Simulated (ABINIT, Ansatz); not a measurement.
**LiNbO3 (R3c): G0W0 on several meshes in ABINIT**

How does the mesh move the gap of LiNbO3 (R3c)?

Main program and level: ABINIT 10.8.3; PBE and many-body steps on it, plane waves.

### 1. The structure

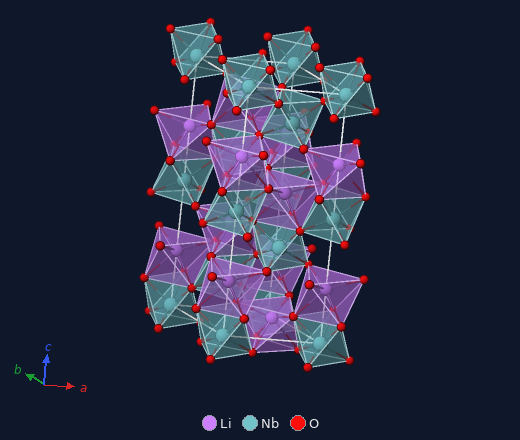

The cell as given, slightly off an axis (lithium purple, niobium teal, oxygen red). This picture shows the conventional cell, with its axes. Some periodic images of atoms are drawn too.

Structure file:

```cif
data_structure
_symmetry_space_group_name_H-M 'R3c:H'
_symmetry_Int_Tables_number 161
_cell_length_a 5.1516
_cell_length_b 5.1516
_cell_length_c 13.8690
_cell_angle_alpha 90.000
_cell_angle_beta 90.000
_cell_angle_gamma 120.000
_cell_volume 318.76
loop_
_atom_site_label
_atom_site_type_symbol
_atom_site_symmetry_multiplicity
_atom_site_Wyckoff_symbol
_atom_site_fract_x
_atom_site_fract_y
_atom_site_fract_z
_atom_site_occupancy
Li1 Li 6 a 0.66667 0.33333 0.05183 1
Nb1 Nb 6 a 0.66667 0.33333 0.33328 1
O1 O 18 b 0.01050 0.38222 0.26991 1
```

The cell and positions come from the Crystallography Open Database and are kept as given unless a step says otherwise.

### 2. Empty states on the mesh, 4×4×4 mesh, 574 bands

This step: ABINIT 10.8.3; DFT, PBE, plane waves, norm-conserving pseudopotentials.

The sums over transitions need many empty states on a uniform mesh; this step solves for them.

File run.abi:

```
acell 3*1.0 Angstrom
rprim 
  2.575800000019 1.487138823389 4.623000000000
  -2.575800000018 1.487138823389 4.623000000000
  0.000000000000 -2.974277646779 4.623000000000
ntypat 3
znucl 3 41 8
natom 10
typat 1 1 2 2 3 3 3 3 3 3
xred 
  0.281500000000 0.281500000000 0.281500000000
  0.781500000000 0.781500000000 0.781500000000
  0.000055000000 0.000055000000 0.000055000000
  0.500055000000 0.500055000000 0.500055000000
  0.112310000000 0.358360000000 0.719590000000
  0.719590000000 0.112310000000 0.358360000000
  0.358360000000 0.719590000000 0.112310000000
  0.219590000000 0.858360000000 0.612310000000
  0.858360000000 0.612310000000 0.219590000000
  0.612310000000 0.219590000000 0.858360000000
pp_dirpath "pseudos"
pseudos "Li.upf, Nb.upf, O.upf"
ecut 37
ngkpt 4 4 4
nshiftk 1
shiftk 0 0 0
kptopt 1
chksymbreak 0
iscf -2
irdden 1
istwfk *1
nband 574
nbdbuf 52
tolwfr 1e-09
nstep 60
prtvol 0
indata_prefix "in"
outdata_prefix "out"
tmpdata_prefix "tmp"
```

Run with:

```bash
OMP_NUM_THREADS=1 mpirun -n 16 abinit run.abi > log
```

Numbers of over 12 decimals in the logs are rounded to 6 here.

Output:

```text
.Version 10.8.3 of ABINIT. v10.8.2 released Aug 2026.

 Symmetries : space group R3 c (#161); Bravais hR (rhombohedral)
[... echo of the input left out ...]
== DATASET  1 ==================================================================
-   mpi_nproc: 16, omp_nthreads: 1 (-1 if OMP is not activated)
-    --> not optimal distribution: autoparal keyword recommended in input file <--

--- !DatasetInfo
iteration_state: {dtset: 1, }
dimensions: {natom: 10, nkpt: 13, mband: 574, nsppol: 1, nspinor: 1, nspden: 1, mpw: 7739, }
cutoff_energies: {ecut:  37.0, pawecutdg:  -1.0, }
[...]
5.95151    5.95152    5.95778    5.95837    5.95838    5.96983    5.96983    5.98198
   6.00577    6.00579    6.01795    6.02168    6.03419    6.04720    6.04738    6.06893
   6.06917    6.07003    6.08447    6.11077    6.13308    6.15288
 prteigrs : prtvol=0 or 1, do not print more k-points.

== END DATASET(S) ==============================================================
================================================================================

 -outvars: echo values of variables after computation  --------
            nband         574
             nkpt          13
          spgroup         161
 [... the other variables as echoed above ...]

 Calculation completed.
```

Run time: 7.6 min. Hardware: 16 MPI ranks of Arm Neoverse V2, shared host; peak memory 2.5 GiB.

Numbers from this step:

* gap: 3.616 eV
* k of the valence top: 0, 0, 0
* k of the conduction bottom: 0.5, 0.25, 0
* least direct gap: 3.618 eV
* k points computed: 13
* lowest point of the top converged band, above the valence top: 149.6852 eV

On this mesh the gap is 3.616 eV.

The density comes from a self-consistent run that is not shown.

### 3. Screening, 4×4×4 mesh, 233 bands, screening to 141.5 eV

The RPA dielectric matrix is built and inverted for each q.

This step: RPA screening on PBE, plane waves, norm-conserving pseudopotentials.

Edit run.abi of step 2 so:

```diff
@@ -28,10 +28,11 @@
 chksymbreak 0
-iscf -2
-irdden 1
 istwfk *1
-nband 574
-nbdbuf 52
-tolwfr 1e-09
-nstep 60
-prtvol 0
+occopt 1
+irdwfk 1
+optdriver 3
+nband 233
+ecuteps 5.2
+inclvkb 2
+awtr 1
+symchi 1
 indata_prefix "in"
```

Output:

```text
.Version 10.8.3 of ABINIT. v10.8.2 released Aug 2026.

 Symmetries : space group R3 c (#161); Bravais hR (rhombohedral)
[... echo of the input left out ...]
== DATASET  1 ==================================================================
-   mpi_nproc: 16, omp_nthreads: 1 (-1 if OMP is not activated)

--- !DatasetInfo
iteration_state: {dtset: 1, }
dimensions: {natom: 10, nkpt: 13, mband: 233, nsppol: 1, nspinor: 1, nspden: 1, mpw: 7739, }
cutoff_energies: {ecut:  37.0, pawecutdg:  -1.0, }
electrons: {nelect:   6.80000000E+01, charge:   0.00000000E+00, occopt:   1.00000000E+00, tsmear:   1.00000000E-02, }

 SCREENING: Calculation of the susceptibility and dielectric matrices

 Based on a program developped by R.W. Godby, V. Olevano, G. Onida, and L. Reining.
 Incorporated in ABINIT by V. Olevano, G.-M. Rignanese, and M. Torrent.
.Using double precision arithmetic ; gwpc =  8

[... cell and pseudopotentials left out ...]
--------------------------------------------------------------------------------

 ==== K-mesh for the wavefunctions ====
 Number of points in the irreducible wedge :    13
[... list of points left out ...]
 Together with  6 symmetry operations and time-reversal symmetry
 yields    64 points in the full Brillouin Zone.

 ==== Q-mesh for the screening function ====
 Number of points in the irreducible wedge :    13
[... list of points left out ...]
 Together with  6 symmetry operations and time-reversal symmetry
 yields    64 points in the full Brillouin Zone.

 setmesh: FFT mesh size selected  =    40x   40x   40
          total number of points  =        64000

 vcoul_init : cutoff-mode = AUXILIARY_FUNCTION
 q-points for optical limit:   1
     1)      0.000010    0.000020    0.000030

- screening: taking advantage of time-reversal symmetry
- Maximum band index for partially occupied states nbvw = 34
- Remaining bands to be divided among processors   nbcw = 199
- Number of bands treated by each node ~12

 Number of electrons calculated from density =   68.0000; Expected =   68.0000
 average of density, n =  0.094836
 r_s =    1.3603
 omega_plasma =   29.7059 [eV]

 calculating chi0 at frequencies [eV] :
  1    0.000000E+00    0.000000E+00
  2    0.000000E+00    2.970588E+01

--------------------------------------------------------------------------------
  q-point number  1        q = ( 0.000000, 0.000000, 0.000000) [r.l.u.]
--------------------------------------------------------------------------------
[... chi0 elements left out ...]
 For q-point:  0.000010 0.000020 0.000030
  dielectric constant =   5.0180
  dielectric constant without local fields =   5.6246

  Average fulfillment of the sum rule on Im[epsilon] for q-point    1 :     70.46  [%]
[... wings left out ...]
  q-point number  2        q = ( 0.250000, 0.000000, 0.000000) [r.l.u.]
--------------------------------------------------------------------------------
[... chi0 elements left out ...]
  Average fulfillment of the sum rule on Im[epsilon] for q-point    2 :     78.30  [%]

 [... 11 further q-points ...]
```

Elapsed: 6.6 min, on 16 MPI ranks; peak memory 13 GiB.

This step gave:

* ε∞ with local fields, on this mesh, along the program's q direction: 5.018
* the same without local fields: 5.625
* plasma frequency: 29.71 eV
* plane waves in the screening matrix: 405

Local fields lower ε∞ by 11 %.

### 4. 4×4×4

The self-energy is evaluated for the states that the input lists, and the levels follow from it, in one-shot runs by the linearised quasiparticle equation.

This step: G0W0 on PBE, plane waves, norm-conserving pseudopotentials.

Edit run.abi of step 3 so:

```diff
@@ -31,8 +31,17 @@
 irdwfk 1
-optdriver 3
+optdriver 4
 nband 233
+gwcalctyp 0
+ecutsigx 37
+symsigma 1
+nkptgw 2
+kptgw 
+  0.0000000000 0.0000000000 0.0000000000
+  0.5000000000 0.2500000000 0.0000000000
+bdgw 
+  33 36
+  33 36
 ecuteps 5.2
-inclvkb 2
-awtr 1
-symchi 1
+irdscr 1
+ppmodel 1
 indata_prefix "in"
```

Output:

```text
.Version 10.8.3 of ABINIT. v10.8.2 released Aug 2026.

 Symmetries : space group R3 c (#161); Bravais hR (rhombohedral)
[... echo of the input left out ...]
== DATASET  1 ==================================================================
-   mpi_nproc: 16, omp_nthreads: 1 (-1 if OMP is not activated)

--- !DatasetInfo
iteration_state: {dtset: 1, }
dimensions: {natom: 10, nkpt: 13, mband: 233, nsppol: 1, nspinor: 1, nspden: 1, mpw: 7739, }
cutoff_energies: {ecut:  37.0, pawecutdg:  -1.0, }
electrons: {nelect:   6.80000000E+01, charge:   0.00000000E+00, occopt:   1.00000000E+00, tsmear:   1.00000000E-02, }

 SIGMA: Calculation of the GW corrections

 Based on a program developped by R.W. Godby, V. Olevano, G. Onida, and L. Reining.
 Incorporated in ABINIT by V. Olevano, G.-M. Rignanese, and M. Torrent.
.Using double precision arithmetic ; gwpc =  8

[... cell and pseudopotentials left out ...]
--------------------------------------------------------------------------------

 ==== K-mesh for the wavefunctions ====
 Number of points in the irreducible wedge :    13
[... list of points left out ...]
 Together with  6 symmetry operations and time-reversal symmetry
 yields    64 points in the full Brillouin Zone.

 ==== Q-mesh for screening function ====
 Number of points in the irreducible wedge :    13
[... list of points left out ...]
 Together with  6 symmetry operations and time-reversal symmetry
 yields    64 points in the full Brillouin Zone.

 vcoul_init : cutoff-mode = AUXILIARY_FUNCTION
 q-points for optical limit:   1
     1)      0.000010    0.000020    0.000030
 setmesh: FFT mesh size selected  =    60x   60x   60
          total number of points  =       216000

 Number of electrons calculated from density =   68.0000; Expected =   68.0000
 average of density, n =  0.094836
 r_s =    1.3603
 omega_plasma =   29.7059 [eV]

 === KS Band Gaps ===
  >>>> For spin  1
   Minimum direct gap =   3.6183 [eV], located at k-point      :   0.0000  0.0000  0.0000
   Fundamental gap    =   3.6160 [eV], Top of valence bands at :   0.0000  0.0000  0.0000
                                       Bottom of conduction at :   0.5000  0.2500  0.0000
 SIGMA fundamental parameters:
 PLASMON POLE MODEL  1
 number of plane-waves for SigmaX                 7739
 number of plane-waves for SigmaC and W            405
 number of plane-waves for wavefunctions          7739
 number of bands                                   233
 number of independent spin polarizations            1
 number of spinorial components                      1
 number of k-points in IBZ                          13
 number of q-points in IBZ                          13
 number of symmetry operations                       6
 number of k-points in BZ                           64
 number of q-points in BZ                           64
 number of frequencies for dSigma/dE                 9
 frequency step for dSigma/dE [eV]                0.25
 number of omega for Sigma on real axis              0
 max omega for Sigma on real axis  [eV]           0.00
 zcut for avoiding poles [eV]                     0.10

 EPSILON^-1 parameters (SCR file):
 dimension of the eps^-1 matrix on file            405
 dimension of the eps^-1 matrix used               405
 number of plane-waves for wavefunctions          7739
 number of bands                                   233
 number of q-points in IBZ                          13
 number of frequencies                               2
 number of real frequencies                          1
 number of imag frequencies                          1

 matrix elements of self-energy operator (all in [eV])

 Perturbative Calculation

--- !SelfEnergy_ee
iteration_state: {dtset: 1, }
kpoint     : [   0.000,    0.000,    0.000, ]
spin       : 1
KS_gap     :    3.618
QP_gap     :    5.093
Delta_QP_KS:    1.475
data: !SigmaeeData |
     Band     E0 <VxcDFT>   SigX SigC(E0)      Z dSigC/dE  Sig(E)    E-E0       E
       33   4.475 -19.865 -24.865   4.712   0.775  -0.291 -20.088  -0.223   4.253
       34   4.475 -19.865 -24.865   4.712   0.775  -0.291 -20.088  -0.223   4.253
       35   8.093 -17.114 -11.382  -4.189   0.811  -0.233 -15.862   1.253   9.346
       36   8.093 -17.114 -11.382  -4.189   0.811  -0.233 -15.862   1.253   9.346

--- !SelfEnergy_ee
iteration_state: {dtset: 1, }
kpoint     : [   0.500,    0.250,    0.000, ]
spin       : 1
KS_gap     :    3.727
QP_gap     :    5.225
Delta_QP_KS:    1.498
data: !SigmaeeData |
     Band     E0 <VxcDFT>   SigX SigC(E0)      Z dSigC/dE  Sig(E)    E-E0       E
       33   4.173 -19.692 -24.669   4.630   0.776  -0.289 -19.961  -0.269   3.904
       34   4.364 -19.756 -24.822   4.737   0.775  -0.290 -20.011  -0.255   4.109
       35   8.091 -17.056 -11.284  -4.242   0.812  -0.231 -15.813   1.243   9.334
       36   8.569 -17.473 -11.697  -4.163   0.807  -0.239 -16.171   1.302   9.870

== END DATASET(S) ==============================================================
================================================================================

 -outvars: echo values of variables after computation  --------
           etotal      0.0000000000E+00
            nband         233
             nkpt          13
          spgroup         161
 [... the other variables as echoed above ...]

 Calculation completed.
```

Wall time 44 s (16 MPI ranks); peak memory 7.1 GiB.

This step gave:

| Property | Result |
| --- | --- |
| G0W0 gap on the points computed | 5.081 eV |
| starting gap on the mesh | 3.616 eV |
| k of the valence top | 0, 0, 0 |
| k of the conduction bottom | 0.5, 0.25, 0 |
| Z at the valence top | 0.775 |
| Z at the conduction bottom | 0.812 |
| least direct G0W0 gap on the computed points | 5.093 eV |

The gap on the mesh goes from 3.62 eV to 5.08 eV, a correction of +1.47 eV.

### 5. Empty states on the mesh, 2×2×2 mesh, 255 bands

This step: DFT, PBE, plane waves, norm-conserving pseudopotentials.

Edit run.abi of step 4 so:

```diff
@@ -23,3 +23,3 @@
 ecut 37
-ngkpt 4 4 4
+ngkpt 2 2 2
 nshiftk 1
@@ -28,20 +28,10 @@
 chksymbreak 0
+iscf -2
+irdden 1
 istwfk *1
-occopt 1
-irdwfk 1
-optdriver 4
-nband 233
-gwcalctyp 0
-ecutsigx 37
-symsigma 1
-nkptgw 2
-kptgw 
-  0.0000000000 0.0000000000 0.0000000000
-  0.5000000000 0.2500000000 0.0000000000
-bdgw 
-  33 36
-  33 36
-ecuteps 5.2
-irdscr 1
-ppmodel 1
+nband 255
+nbdbuf 22
+tolwfr 1e-09
+nstep 60
+prtvol 0
 indata_prefix "in"
```

Output:

```text
.Version 10.8.3 of ABINIT. v10.8.2 released Aug 2026.

 Symmetries : space group R3 c (#161); Bravais hR (rhombohedral)
[... echo of the input left out ...]
== DATASET  1 ==================================================================
-   mpi_nproc: 16, omp_nthreads: 1 (-1 if OMP is not activated)
-    --> not optimal distribution: autoparal keyword recommended in input file <--

--- !DatasetInfo
iteration_state: {dtset: 1, }
dimensions: {natom: 10, nkpt: 4, mband: 255, nsppol: 1, nspinor: 1, nspden: 1, mpw: 7739, }
cutoff_energies: {ecut:  37.0, pawecutdg:  -1.0, }
[...]
3.13400    3.15562    3.15562    3.16147    3.18021    3.18021    3.20292    3.21860
   3.21860    3.22509    3.23551    3.23551    3.26064    3.26138    3.26138    3.27350
   3.29498    3.31046    3.32343    3.32403    3.34632    3.35789    3.36525
 prteigrs : prtvol=0 or 1, do not print more k-points.

== END DATASET(S) ==============================================================
================================================================================

 -outvars: echo values of variables after computation  --------
            nband         255
             nkpt           4
          spgroup         161
 [... the other variables as echoed above ...]

 Calculation completed.
```

The job ended after 2.1 min (16 MPI ranks; peak memory 1.4 GiB; 30 min of CPU time).

Numbers from this step:

```
gap                                                           : 3.618 eV
k of the valence top                                          : 0, 0, 0
k of the conduction bottom                                    : 0, 0, 0
least direct gap                                              : 3.618 eV
k points computed                                             : 4
lowest point of the top converged band, above the valence top : 79.8480 eV
```

On this mesh the gap is 3.618 eV.

(Part 1 of 2 ends here.)

[Paths, hosts, dates, memory and timing lines, banners, echoed tables and standing remarks are left out of the program output.]

[Logs are printed without paths, hosts, clocks, repeated set-up lines and the standing remarks that a program may print on its own settings, such as how far it seeks lower states.]

[Runs of the session that timed out or met a known fault of the program may be left out.]

[Hosts, paths, dates, database ids (printed as entryN), source tags and the programs' standing remarks are cut or masked in the printed files.]

[G0W0 gaps are taken among the corrected bands and points alone; a level outside them can change the order at an edge.]

[Where Ansatz stands beside ABINIT at settings called matched, ABINIT's density can come from a denser mesh and the files from another edition; pairs whose starting gaps differed by over 0.03 eV were left out, so agreement reads better than it is.]
